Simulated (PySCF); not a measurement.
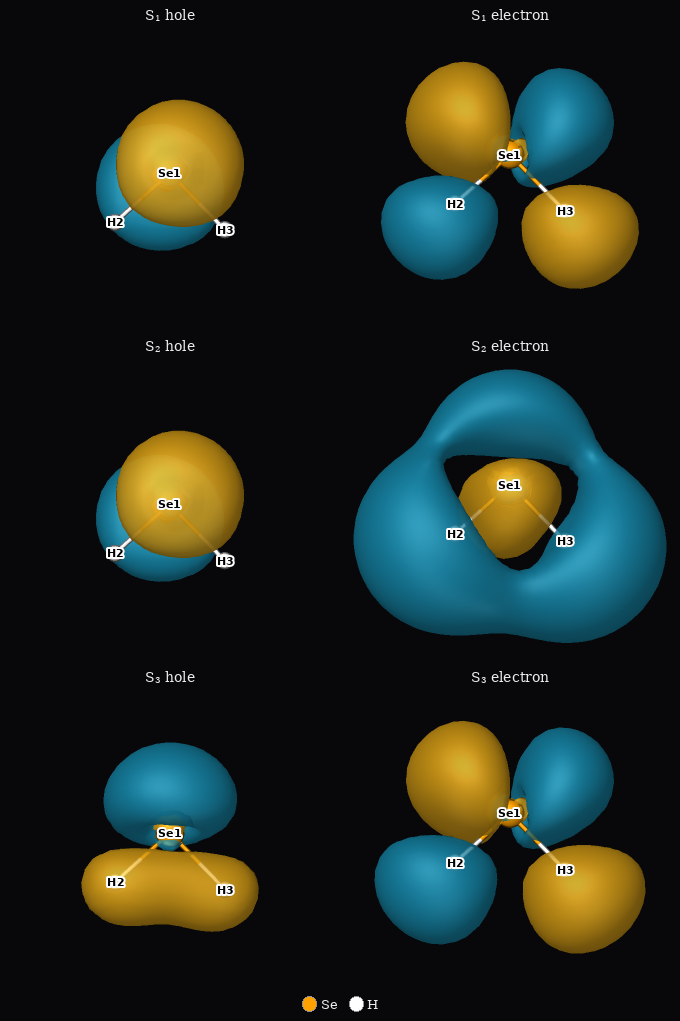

Figure. H2Se, SMILES `[SeH2]`. Leading natural transition orbitals (TDA singlet states).

Level of theory: M06-2X/def2-SVP (PySCF), at a geometry from GFN2-xTB. No frequency check shows the geometry to be a minimum. GFN2-xTB bond lengths at metals and heavier atoms can be off by up to 0.1 Å and shapes distorted, which carries into these values. Without diffuse functions Rydberg states are missing, so the states' numbers hold for this basis only.

Input

```python
import numpy as np
from pyscf import gto, scf, dft, tdscf
from pyscf.scf import atom_ks, atom_hf
from scipy.linalg import block_diag

def solve(mol, dm0=None, hcore=None):
    mf = (dft.UKS if mol.spin else dft.RKS)(mol, xc='m062x')
    mf.grids.level = 3
    mf = mf.density_fit(auxbasis='def2-universal-jkfit')
    mf.conv_tol, mf.max_cycle = 1e-8, 80
    if hcore is not None:
        mf.get_hcore = lambda *args: hcore
    mf.kernel(dm0)
    if not mf.converged:
        mf = mf.newton().run(mf.mo_coeff, mf.mo_occ, max_cycle=30)
    assert mf.converged, 'SCF not converged'
    return mf

mol = gto.M(atom='''
Se     0.00001    -0.05580     0.00000
H      1.02826     0.94872     0.00000
H     -1.02849     0.94848     0.00000
''', basis='def2-svp', charge=0, spin=0, verbose=4)
mf = solve(mol)
td = mf.TDA()
td.nstates, td.singlet, td.conv_tol = 4, True, 1e-5
td.kernel()
td.analyze()
x, y = np.array([p[0] for p in td.xy]), np.array([p[1] + 0 * p[0] for p in td.xy])
f, mu = td.oscillator_strength(), td.transition_dipole()
nto = [td.get_nto(state=i + 1, verbose=4) for i in range(len(td.e))]
# spherically averaged free atoms, for the promolecule
atm = atom_ks.get_atm_nrks(mol, xc='m062x')
pro = block_diag(*[(atm[a[0]][2] * atm[a[0]][3]) @ atm[a[0]][2].T for a in mol._atom])
np.savez('result.npz', e=td.e, f=f, ok=td.converged, w=[n[0] for n in nto], nto=[n[1] for n in nto], x=x, y=y, c=mf.mo_coeff, occ=mf.mo_occ, eps=mf.mo_energy, pro=pro, mu=mu)
```

Launched as:

```sh
OMP_NUM_THREADS=1 python input.py
```

The run took 13 s on 1 thread of Intel(R) Xeon(R) 6975P-C (Granite Rapids) (shared host), peak memory 0.26 GiB.

**Describe these excited states.**

By state:
- S₁: 5.54 eV (224 nm), f = 0.000 (dark), partly diffuse acceptor orbital, which a basis without diffuse functions describes poorly; the leading pair carries 100 %; hole on Se1 (92 %), electron on Se1 (63 %) and H2 and H3 (18 % each) (atom shares of so diffuse an orbital are rough); their centroids lie 0.3 Å apart.
- S₂: 6.79 eV (182 nm), f = 0.001 (very weak), partly diffuse acceptor orbital, which a basis without diffuse functions describes poorly; the leading pair carries 100 %; hole on Se1 (92 %), electron on Se1 (46 %) and H2 and H3 (27 % each) (atom shares of so diffuse an orbital are rough); their centroids lie 0.8 Å apart.
- S₃: 9.72 eV (128 nm), f = 0.181 (bright), partly diffuse acceptor orbital, which a basis without diffuse functions describes poorly; the leading pair carries 88 %; hole on Se1 (75 %) and H2 and H3 (13 % each), electron on Se1 (59 %) and H2 and H3 (20 % each) (atom shares of so diffuse an orbital are rough); their centroids lie 0.4 Å apart.
